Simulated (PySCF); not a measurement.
# C2H6GeSi (SMILES [SiH3]C#[C][GeH3]): levels of theory compared

Wanted: a comparison of 5 runs (HF/STO-3G, HF/def2-SVP, SVWN5/STO-3G, B3LYP/6-31G*, MP2/aug-cc-pVDZ) of C2H6GeSi. 

The calculation is run with PySCF 2.14.0.

### 1 The system as given

C2H6GeSi has 10 atoms, charge 0, and is taken as a singlet. SMILES: `[SiH3]C#[C][GeH3]`. Geometry: relaxed at PBE0-D4/def2-TZVP.

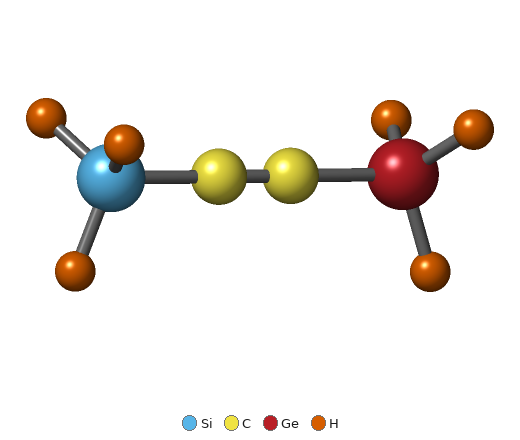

Viewed from a chosen angle; silicon blue, carbon yellow, germanium red, hydrogen orange.

### 2 Energy and forces at HF/STO-3G (run 1)

calc.py reads:

```python
# [SiH3]C#[C][GeH3]
from pyscf import gto, scf

mol = gto.M(
    atom=[
    ('Si', (-1.195500, 1.664500, -1.346800)),
    ('C', (-0.307500, 0.425400, -0.346900)),
    ('C', (0.285700, -0.398700, 0.317400)),
    ('Ge', (1.220900, -1.687100, 1.357300)),
    ('H', (-2.005200, 0.974200, -2.380700)),
    ('H', (-2.086400, 2.460600, -0.467300)),
    ('H', (-0.213000, 2.562300, -2.002500)),
    ('H', (0.755900, -3.085800, 0.936900)),
    ('H', (0.905400, -1.442500, 2.837200)),
    ('H', (2.722900, -1.524100, 1.098200)),
],
    basis='sto-3g',
    spin=0,
    max_memory=1860,
    verbose=4,
)

mf = scf.RHF(mol)
mf.conv_tol = 1e-10
mf.kernel()
if not mf.converged:
    mf = mf.newton().run(mf.mo_coeff, mf.mo_occ)

etot = mf.e_tot
print('Final energy', etot)
grad = mf.nuc_grad_method().kernel()
dip = mf.dip_moment()
pop, q = mf.mulliken_pop()
```

Command:

```bash
$ OMP_NUM_THREADS=1 python calc.py
```

Log:

```text
PySCF version 2.14.0

[... 62 lines left out ...]
converged SCF energy = -2415.61783050077
Final energy -2415.6178305007675
[... 11 lines left out ...]
Dipole moment(X, Y, Z, Debye):  0.11402, -0.15310,  0.12346
[... 54 lines left out ...]
charge of    9H =     -0.11905
```

Run time: 6.9 s. Hardware: 1 thread of Intel Xeon at 2.50GHz (Skylake/Cascade Lake), shared host; peak memory 0.12 GiB.

### 3 Energy and forces at HF/def2-SVP (run 2)

job.py reads:

```python
# [SiH3]C#[C][GeH3]
from pyscf import gto

mol = gto.M(
    atom='''
Si  -1.195500   1.664500  -1.346800
C   -0.307500   0.425400  -0.346900
C    0.285700  -0.398700   0.317400
Ge   1.220900  -1.687100   1.357300
H   -2.005200   0.974200  -2.380700
H   -2.086400   2.460600  -0.467300
H   -0.213000   2.562300  -2.002500
H    0.755900  -3.085800   0.936900
H    0.905400  -1.442500   2.837200
H    2.722900  -1.524100   1.098200
''',
    spin=0,
    verbose=4,
    basis='def2-svp',
    max_memory=1860,
)

mf = mol.RHF()
mf.conv_tol = 1e-10
mf.kernel()
if not mf.converged:
    mf = mf.newton().run(mf.mo_coeff, mf.mo_occ)

etot = mf.e_tot
print('Final energy', etot)
grad = mf.nuc_grad_method().kernel()
mf.analyze()
```

Command:

```bash
$ OMP_NUM_THREADS=1 python job.py
```

Log:

```text
PySCF version 2.14.0

[... 79 lines left out ...]
Nuclear Repulsion Energy =             263.853856778975285
[... 15 lines left out ...]
MO #10  energy= -6.14282174468635  occ= 2
[... 13 lines left out ...]
MO #24  energy= -0.747140868995202 occ= 2
[... 13 lines left out ...]
MO #38  energy= 0.198103261844654  occ= 0
[... 13 lines left out ...]
MO #52  energy= 0.572130658456936  occ= 0
[... 13 lines left out ...]
MO #66  energy= 1.03271012049881   occ= 0
[... 13 lines left out ...]
MO #80  energy= 1.78087115831936   occ= 0
[... 13 lines left out ...]
MO #94  energy= 2.16034659406037   occ= 0
[... 13 lines left out ...]
MO #108 energy= 3.56566632919316   occ= 0
[... 121 lines left out ...]
Dipole moment(X, Y, Z, Debye):  0.25233, -0.34404,  0.27747
```

Run time: 27 s. Hardware: 1 thread of Intel Xeon at 2.50GHz (Skylake/Cascade Lake), shared host; peak memory 0.25 GiB.

Runs 3 to 4 aren't shown in full; the table further down has their settings and results.

### 4 Energy and gradient at MP2/aug-cc-pVDZ (run 5)

run.py reads:

```python
from pyscf import gto, mp

mol = gto.Mole()
mol.atom = [
    ('Si', (-1.195500, 1.664500, -1.346800)),
    ('C', (-0.307500, 0.425400, -0.346900)),
    ('C', (0.285700, -0.398700, 0.317400)),
    ('Ge', (1.220900, -1.687100, 1.357300)),
    ('H', (-2.005200, 0.974200, -2.380700)),
    ('H', (-2.086400, 2.460600, -0.467300)),
    ('H', (-0.213000, 2.562300, -2.002500)),
    ('H', (0.755900, -3.085800, 0.936900)),
    ('H', (0.905400, -1.442500, 2.837200)),
    ('H', (2.722900, -1.524100, 1.098200)),
]
mol.charge = 0
mol.basis = 'aug-cc-pvdz'
mol.verbose = 3
mol.max_memory = 1860
mol.spin = 0
mol.build()

mf = mol.RHF()
mf.conv_tol = 1e-10
mf.kernel()
if not mf.converged:
    mf = mf.newton().run(mf.mo_coeff, mf.mo_occ)

pt = mp.MP2(mf, frozen=16).run()
etot = pt.e_tot
print(f'total energy: {etot:.8f} hartree')
grad = pt.nuc_grad_method().kernel()
mf.analyze()
```

Command:

```bash
$ OMP_NUM_THREADS=1 python run.py
```

Log:

```text
converged SCF energy = -2443.44496084041
[... 22 lines left out ...]
MO #11  energy= -5.19946096620614  occ= 2
[... 18 lines left out ...]
MO #30  energy= -0.488431427951098 occ= 2
[... 18 lines left out ...]
MO #49  energy= 0.163337855184783  occ= 0
[... 18 lines left out ...]
MO #68  energy= 0.340239964597794  occ= 0
[... 18 lines left out ...]
MO #87  energy= 0.548367297211109  occ= 0
[... 18 lines left out ...]
MO #106 energy= 0.796821056054345  occ= 0
[... 18 lines left out ...]
MO #125 energy= 1.32050104011614   occ= 0
[... 18 lines left out ...]
MO #144 energy= 1.92562749746961   occ= 0
[... 18 lines left out ...]
MO #163 energy= 3.12018889307286   occ= 0
[... 11 lines left out ...]
Dipole moment(X, Y, Z, Debye):  0.23857, -0.32465,  0.26187
```

Wall time 4.2 min (1 thread of Intel Xeon at 2.50GHz (Skylake/Cascade Lake), shared host); peak memory 1.9 GiB.

### 5 Overview of the runs

```csv
run,level,integration grid,frozen core orbitals,energy (Eh),dipole moment (D) of the reference,HOMO energy (eV),LUMO energy (eV),wall time
1,HF/STO-3G,–,–,-2415.617831,0.23,-8.09,9.82,6.9 s
2,HF/def2-SVP,–,–,-2443.059512,0.51,-10.76,3.16,27 s
3,SVWN5/STO-3G,5,–,-2412.703764,0.45,-3.15,3.54,18 s
4,B3LYP/6-31G* (spherical functions),5,–,-2446.006764,0.54,-7.55,-0.21,76 s
5,MP2/aug-cc-pVDZ,–,16,-2443.938607,0.48,-10.68,0.95,4.2 min
```

### 6 Outcome

```
                                           quantity           value
                                run 5: total energy  -2443.93861 Eh
        run 5: dipole moment (Hartree–Fock density)          0.48 D
         run 5: HOMO energy (Hartree–Fock orbitals)       -10.68 eV
         run 5: LUMO energy (Hartree–Fock orbitals)         0.95 eV
       run 5: HOMO–LUMO gap (Hartree–Fock orbitals)        11.64 eV
run 5: correlation energy (16 core orbitals frozen)      -493.6 mEh
                    run 5: largest force on an atom      3.202 eV/Å
```

In words: Over runs 1, 2, 3, 4 the dipole moment (its size) runs from 0.23 D (HF/STO-3G) to 0.54 D (B3LYP/6-31G*). The two ends differ in method and basis. Over runs 1, 2, 3, 4 the HOMO–LUMO gap runs from 6.69 eV (SVWN5/STO-3G) to 17.91 eV (HF/STO-3G). Exact exchange widens orbital gaps. Totals of different functionals can't be ranked against each other. In runs 1, 3 the basis is minimal, so the values are rough. All runs together took 6.4 min, the longest 4.2 min.
